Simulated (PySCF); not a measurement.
SMILES O(c1ccccc1C(=O)C)C, GFN2-xTB optimised geometry. Atoms within 1.6 Å of the plane z = 1.0 Å (x, y, z in Å): C1 (-2.91, -1.78, -0.05), O2 (-1.51, -1.71, -0.05), C3 (-0.90, -0.51, 0.00), C4 (-1.58, 0.71, 0.00), C5 (-0.88, 1.90, 0.02), C6 (0.50, 1.91, 0.01), C7 (1.18, 0.71, 0.00), C8 (0.51, -0.51, 0.00), C9 (1.25, -1.80, 0.04), O11 (0.86, -2.77, 0.63), H12 (-3.15, -2.84, -0.07), H14 (-3.34, -1.33, 0.86), H15 (-2.66, 0.73, 0.00), H16 (-1.43, 2.83, 0.03), H17 (1.04, 2.84, 0.03), H18 (2.26, 0.71, 0.01), H20 (3.34, -1.35, -0.08).

Method: CAM-B3LYP/def2-SVP (PySCF 2.14.0).

Map of the electrostatic potential (hartree/e), clipped to [-0.08, 0.12] on the plane z = 1.0 Å:

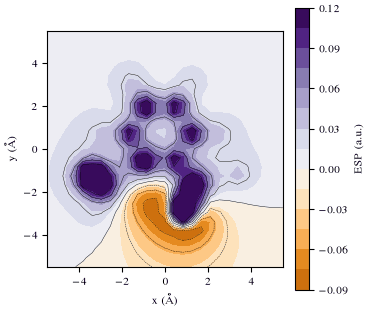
Figure: Electrostatic potential (hartree/e), clipped to [-0.08, 0.12] on the plane z = 1.0 Å.
